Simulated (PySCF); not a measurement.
## Two runs on C4H10NPSi2

System: C4H10NPSi2, SMILES Cn1cpc([SiH3])c1[SiH3].
Method of run 1: GIAO PBE0/pcSseg-1 NMR shielding, non-relativistic, IEF-PCM dimethylsulfoxide (PySCF 2.14.0).

The geometry comes from this level: PBE0-D3(BJ)/def2-SVP. Text and figures count atoms from 1; the logs count them from 0 in places.

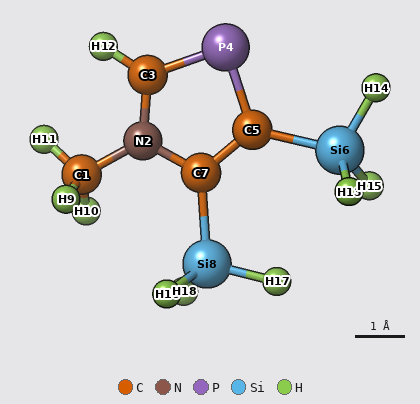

The structure (ball-and-stick view, seen at an oblique angle; atoms are numbered from 1 in the order of the input). Bond lengths as drawn: C–C 1.39 Å, C–H 1.09 to 1.10 Å, C–N 1.36 to 1.45 Å, C–P 1.72 to 1.78 Å, C–Si 1.87 Å and H–Si 1.49 to 1.50 Å.

## The input, run 1
```
{"job": {"kind": "nmr", "xc": "PBE0", "basis": "pcSseg-1", "solvent": "dimethylsulfoxide", "pop": true}, "charge": 0, "multiplicity": 1}
C     -2.293193     0.421419     0.857041
N     -1.221524    -0.451572     0.422745
C     -1.354971    -1.798352     0.334978
P      0.053184    -2.595894    -0.259757
C      0.849120    -1.011006    -0.394518
Si     2.606347    -0.867221    -1.012741
C      0.007816     0.017834     0.018465
Si     0.433976     1.843569     0.036094
H     -2.690114     1.007958     0.013957
H     -1.936773     1.112851     1.634672
H     -3.105698    -0.182013     1.278559
H     -2.305377    -2.241113     0.637429
H      2.704085    -0.011171    -2.236488
H      3.082638    -2.241230    -1.353136
H      3.520562    -0.287001     0.020440
H     -0.466195     2.623162    -0.870215
H      1.844345     1.980692    -0.421446
H      0.296034     2.423267     1.409041
```

The first line tells a small driver script what to run in PySCF; the rest is the geometry in Å.

Launched with:
```bash
OMP_NUM_THREADS=1 python <driver script> task.json out
```

Hardware: 1 CPU thread, shared host.

## Output (run 1)
```
coarse grid: 16480 points
cycle   1  E = -1132.7544054287  dE =  8.819e-01  |g| = 3.750e-01  |ddm| = 4.052e+00
cycle   2  E = -1132.7164047986  dE =  3.800e-02  |g| = 5.476e-01  |ddm| = 8.837e-01
cycle   3  E = -1132.7884286727  dE = -7.202e-02  |g| = 8.259e-02  |ddm| = 5.255e-01
cycle   4  E = -1132.7897983007  dE = -1.370e-03  |g| = 3.501e-02  |ddm| = 1.044e-01
cycle   5  E = -1132.7901107263  dE = -3.124e-04  |g| = 1.049e-02  |ddm| = 4.796e-02
cycle   6  E = -1132.7901403164  dE = -2.959e-05  |g| = 2.416e-03  |ddm| = 1.398e-02
cycle   7  E = -1132.7901415892  dE = -1.273e-06  |g| = 4.700e-04  |ddm| = 2.564e-03
final grid: 145328 points
cycle   8  E = -1132.8356300962  dE = -2.278e-05  |g| = 7.410e-03  |ddm| = 2.539e-02
cycle   9  E = -1132.8356122126  dE =  1.788e-05  |g| = 1.087e-02  |ddm| = 1.935e-02
cycle  10  E = -1132.8356451720  dE = -3.296e-05  |g| = 1.362e-03  |ddm| = 1.263e-02
cycle  11  E = -1132.8356455546  dE = -3.826e-07  |g| = 3.420e-04  |ddm| = 1.164e-03
cycle  12  E = -1132.8356455758  dE = -2.116e-08  |g| = 1.291e-04  |ddm| = 3.408e-04
cycle  13  E = -1132.8356455799  dE = -4.110e-09  |g| = 3.031e-05  |ddm| = 1.364e-04
cycle  14  E = -1132.8356455801  dE = -2.181e-10  |g| = 1.301e-05  |ddm| = 4.901e-05
converged SCF energy = -1132.8356455801

GIAO shielding tensors (ppm)
atom      isotropic    diamagn.    paramagn.     s11        s22        s33       span
  0 C      143.672     246.129    -102.457    118.874    126.243    185.898     67.024
  1 N       33.631     334.956    -301.326    -83.603     30.319    154.177    237.780
  2 C       13.883     258.962    -245.079   -115.748     40.880    116.517    232.265
  3 P      174.872     969.564    -794.692     50.102     68.114    406.401    356.300
  4 C       37.034     268.082    -231.048    -76.859     25.752    162.208    239.066
  5 Si     425.974     880.239    -454.265    394.488    422.023    461.411     66.923
  6 C       39.081     258.750    -219.669    -41.448     29.764    128.928    170.377
  7 Si     435.458     882.645    -447.187    411.421    433.207    461.745     50.324
  8 H       27.220      29.158      -1.939     22.568     25.704     33.387     10.819
  9 H       27.136      29.646      -2.509     21.688     27.209     32.512     10.823
 10 H       27.074      28.308      -1.234     21.383     27.011     32.829     11.446
 11 H       22.690      30.788      -8.098     20.059     21.764     26.248      6.189
 12 H       26.600      28.884      -2.284     22.826     25.407     31.566      8.740
 13 H       26.740      28.322      -1.582     22.483     26.262     31.475      8.992
 14 H       26.615      28.853      -2.238     22.890     25.295     31.659      8.770
 15 H       26.652      29.878      -3.227     22.994     25.153     31.808      8.814
 16 H       26.555      30.544      -3.989     21.490     27.618     30.558      9.068
 17 H       26.614      29.873      -3.260     22.836     25.310     31.694      8.858
```

For run 2 the input was changed thus:
```diff
-"solvent": "dimethylsulfoxide"
-"pop": true
+"solvent": "methanol"
+"pop": false
```

How does run 2 compare with run 1?

The total energy of run 2 is 0.08 kcal/mol higher: the change of the electrostatic solvation energy at this fixed geometry, without cavity or dispersion terms. Of all shieldings, the largest change is that of P4, by −0.4 ppm. The number of SCF iterations is the same.

## Output (run 2)
```
coarse grid: 16480 points
cycle   1  E = -1132.7542121750  dE =  8.821e-01  |g| = 3.752e-01  |ddm| = 4.052e+00
cycle   2  E = -1132.7159463752  dE =  3.827e-02  |g| = 5.487e-01  |ddm| = 8.855e-01
cycle   3  E = -1132.7882876638  dE = -7.234e-02  |g| = 8.283e-02  |ddm| = 5.274e-01
cycle   4  E = -1132.7896656465  dE = -1.378e-03  |g| = 3.516e-02  |ddm| = 1.049e-01
cycle   5  E = -1132.7899808542  dE = -3.152e-04  |g| = 1.054e-02  |ddm| = 4.820e-02
cycle   6  E = -1132.7900107455  dE = -2.989e-05  |g| = 2.428e-03  |ddm| = 1.406e-02
cycle   7  E = -1132.7900120290  dE = -1.283e-06  |g| = 4.731e-04  |ddm| = 2.570e-03
final grid: 145328 points
cycle   8  E = -1132.8355013830  dE = -2.276e-05  |g| = 7.416e-03  |ddm| = 2.539e-02
cycle   9  E = -1132.8354833233  dE =  1.806e-05  |g| = 1.090e-02  |ddm| = 1.941e-02
cycle  10  E = -1132.8355164759  dE = -3.315e-05  |g| = 1.369e-03  |ddm| = 1.270e-02
cycle  11  E = -1132.8355168628  dE = -3.869e-07  |g| = 3.430e-04  |ddm| = 1.172e-03
cycle  12  E = -1132.8355168841  dE = -2.133e-08  |g| = 1.296e-04  |ddm| = 3.432e-04
cycle  13  E = -1132.8355168882  dE = -4.141e-09  |g| = 3.035e-05  |ddm| = 1.370e-04
cycle  14  E = -1132.8355168885  dE = -2.160e-10  |g| = 1.314e-05  |ddm| = 4.913e-05
converged SCF energy = -1132.8355168885

GIAO shielding tensors (ppm)
atom      isotropic    diamagn.    paramagn.     s11        s22        s33       span
  0 C      143.677     246.127    -102.449    118.864    126.287    185.881     67.017
  1 N       33.854     334.957    -301.102    -83.355     30.732    154.186    237.541
  2 C       13.951     258.971    -245.020   -115.687     41.074    116.465    232.152
  3 P      174.487     969.549    -795.063     49.183     67.895    406.382    357.198
  4 C       36.968     268.079    -231.111    -76.985     25.694    162.196    239.181
  5 Si     425.975     880.237    -454.262    394.500    422.017    461.407     66.907
  6 C       39.150     258.759    -219.609    -41.367     29.886    128.930    170.297
  7 Si     435.472     882.646    -447.174    411.408    433.228    461.780     50.372
  8 H       27.223      29.165      -1.942     22.571     25.707     33.390     10.818
  9 H       27.139      29.652      -2.513     21.692     27.212     32.514     10.822
 10 H       27.082      28.320      -1.238     21.392     27.019     32.836     11.444
 11 H       22.699      30.799      -8.100     20.074     21.770     26.254      6.181
 12 H       26.600      28.884      -2.283     22.827     25.408     31.566      8.739
 13 H       26.738      28.317      -1.579     22.481     26.259     31.474      8.993
 14 H       26.615      28.852      -2.237     22.890     25.296     31.659      8.769
 15 H       26.653      29.881      -3.228     22.996     25.154     31.809      8.813
 16 H       26.554      30.542      -3.989     21.489     27.615     30.557      9.068
 17 H       26.616      29.876      -3.261     22.839     25.312     31.696      8.856
```

## The two runs side by side

| quantity | run 1 | run 2 |
| --- | --- | --- |
| outcome | converged | converged |
| total energy (hartree) | −1132.835646 | −1132.835517 |
| HOMO (eV) | −6.61 | −6.61 |
| LUMO (eV) | −0.50 | −0.50 |
| dipole moment (D) | 5.81 | 5.78 |
| shielding of N2 (ppm) | 33.6 | 33.9 |
| shielding of C3 (ppm) | 13.9 | 14.0 |
| shielding of P4 (ppm) | 174.9 | 174.5 |
| shielding of C5 (ppm) | 37.0 | 37.0 |
| shielding of C7 (ppm) | 39.1 | 39.1 |
| shielding of Si8 (ppm) | 435.5 | 435.5 |
| shielding of H12 (ppm) | 22.7 | 22.7 |
| SCF iterations | 14 | 14 |
| basis functions | 207 | 207 |
| wall time (shared host) | 68 s | 53 s |
